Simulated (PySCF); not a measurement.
**C4H6N, doublet, SMILES `C=CCC=[N]`: what the electrons do**

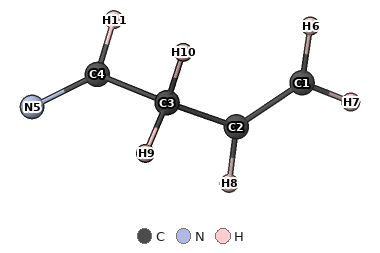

The molecule, with its atoms numbered as below. No frequency check shows the geometry to be a minimum.

Coordinates in Å:

```
C1      -2.1575   -0.3147    0.1206
C2      -1.0627    0.1107   -0.4871
C3       0.1008    0.7144    0.2217
C4       1.2380   -0.3153    0.2811
N5       2.3195   -0.2265   -0.2649
H6      -2.2867   -0.2280    1.1876
H7      -2.9768   -0.7510   -0.4242
H8      -0.9506    0.0072   -1.5579
H9       0.4716    1.5919   -0.3085
H10     -0.1580    0.9777    1.2489
H11      0.9524   -1.1832    0.8907
```

### 1. Bonding charge

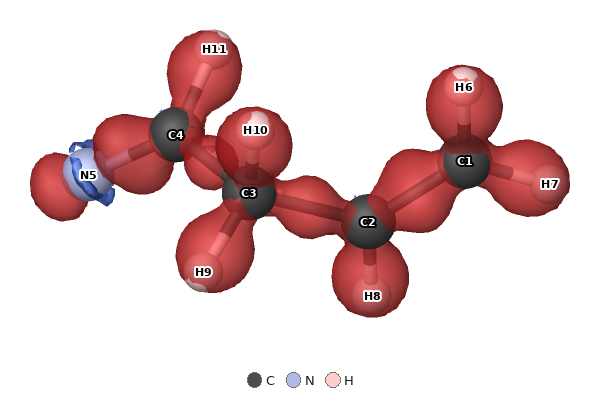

Deformation density (molecule less spherical, spin-averaged free atoms at the same positions), surfaces at ±0.2 e/Å³; red: gain, blue: loss.

PySCF calculation, PBE/cc-pVTZ, gas phase; geometry: GFN2-xTB. The stability of the open-shell solution wasn't checked. GFN2-xTB doesn't know the spin state, so this open-shell geometry is rough.

Q: Describe the bonding that the map shows.

A: The five largest and four smallest: C4–N5: +0.85 e/Å³ at the bond critical point (bond length 1.22 Å, Mayer order 2.4). C1–C2: +0.77 e/Å³ at the bond critical point (bond length 1.32 Å, Mayer order 1.9). C2–H8: +0.76 e/Å³ at the bond critical point (bond length 1.08 Å, Mayer order 1.0). C1–H7: +0.76 e/Å³ at the bond critical point (bond length 1.08 Å, Mayer order 1.0). C1–H6: +0.75 e/Å³ at the bond critical point (bond length 1.08 Å, Mayer order 1.0). C3–H10: +0.72 e/Å³ at the bond critical point (bond length 1.09 Å, Mayer order 1.0). C4–H11: +0.70 e/Å³ at the bond critical point (bond length 1.10 Å, Mayer order 0.9). C2–C3: +0.50 e/Å³ at the bond critical point (bond length 1.49 Å, Mayer order 1.0). C3–C4: +0.40 e/Å³ at the bond critical point (bond length 1.53 Å, Mayer order 0.9). In all, 2.3 electrons gather in the regions of gain relative to the promolecule.

Q: Where do the Hirshfeld charges lie?

A: The highest Hirshfeld charge is on H11 (+0.06 e), the lowest on N5 (−0.16 e).

```csv
atom,charge (e)
C1,−0.09
C2,−0.03
C3,−0.05
C4,+0.03
N5,−0.16
H6,+0.04
H7,+0.05
H8,+0.05
H9,+0.05
H10,+0.05
H11,+0.06
```

### 2. Bond critical points

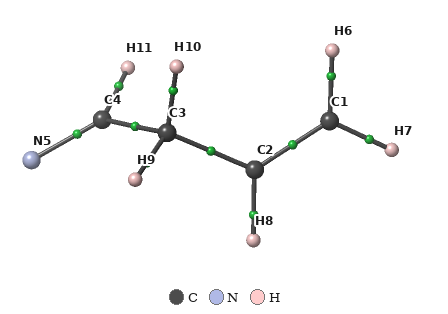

Molecular graph of the electron density (QTAIM): bond paths, bond critical points (green), ring points (magenta, if any); weak paths are dashed.

Q: How many critical points of each kind are there, and does the count close?

A: 11 nuclei, 10 bond, 0 ring and 0 cage critical points: 11 − 10 + 0 − 0 = 1, as the Poincaré–Hopf relation requires.

Q: Give the properties at the bond critical points.

A:
```csv
bond,length (Å),ρ (a.u.),∇²ρ (a.u.),ε,H (a.u.)
C4–N5,1.215,0.444,−0.79,0.20,−0.780
C1–C2,1.322,0.359,−1.26,0.32,−0.466
C1–H7,1.076,0.292,−1.14,0.01,−0.329
C2–H8,1.082,0.291,−1.13,0.01,−0.325
C1–H6,1.078,0.290,−1.12,0.01,−0.326
C3–H9,1.090,0.285,−1.08,0.00,−0.313
C3–H10,1.091,0.282,−1.06,0.00,−0.310
C4–H11,1.098,0.276,−1.03,0.00,−0.299
C2–C3,1.490,0.260,−0.68,0.04,−0.238
C3–C4,1.535,0.231,−0.51,0.02,−0.190
```

Q: What kind of interaction is C4–N5?

A: Shared-shell (covalent): ρ = 0.444, ∇²ρ = −0.79, H = −0.780 a.u. Its ellipticity of 0.20 shows that the density isn't cylindrical about the bond.

### 3. Electrostatic potential

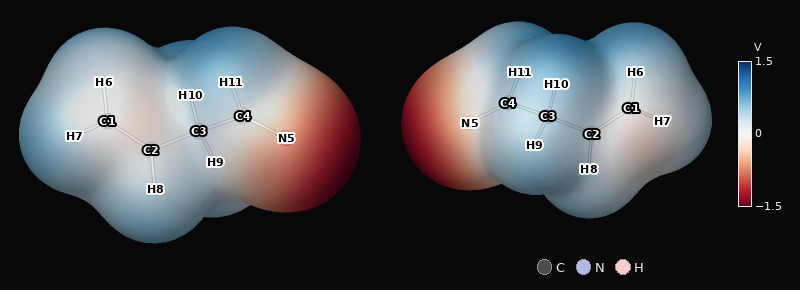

Electrostatic potential on the surface of electron density 0.001 a.u. (back view left, front view right).

Q: Where are the extremes of the potential on the surface?

A: Highest: 0.91 V, 1.4 Å from H10. Further maxima include 0.74 V, 1.3 Å from H7; 0.69 V, 1.4 Å from H8. Lowest: −1.50 V, 1.9 Å from N5. Further minima include −0.28 V, off the C1–C2 bond (2.2 Å from its atoms); −0.20 V, over C1, off the plane of its three bonds (2.1 Å). The surface is sampled at points, so like sites can differ by a few per cent and only the strongest of them is named.

### 4. In an electric field

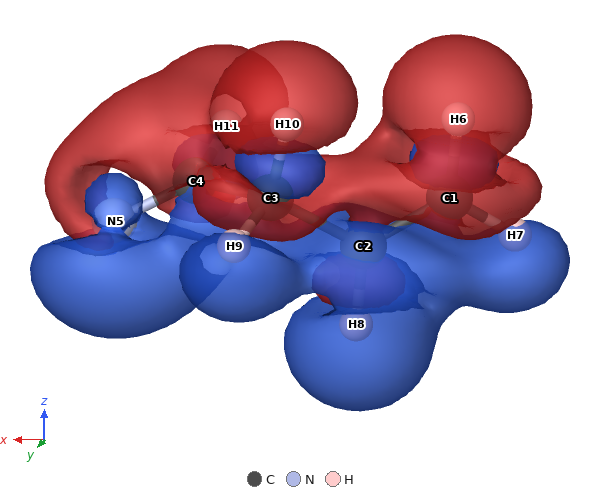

Change of the electron density in a uniform field of 0.26 V/Å, surfaces at ±0.001 e/Å³ (blue: gain, red: loss).

Level of theory: B3LYP/aug-cc-pVDZ (PySCF), at a geometry from GFN2-xTB. The stability of the open-shell solution wasn't checked. GFN2-xTB doesn't know the spin state, so this open-shell geometry is rough.

The field was applied in both directions; the picture shows the one opposite to the script's first.

Q: Along which Cartesian direction does the field point?

A: Along +z: electrons gather on the −z side, against the field.

Q: How large is the response?

A: The induced dipole is 0.63 D (along the field); α along this axis, from the fields in both directions, is 49 bohr³ (7.2 Å³).

The PySCF runs shown took 41 s and 61 s on 1 thread of Intel(R) Xeon(R) 6975P-C (Granite Rapids) (shared host).
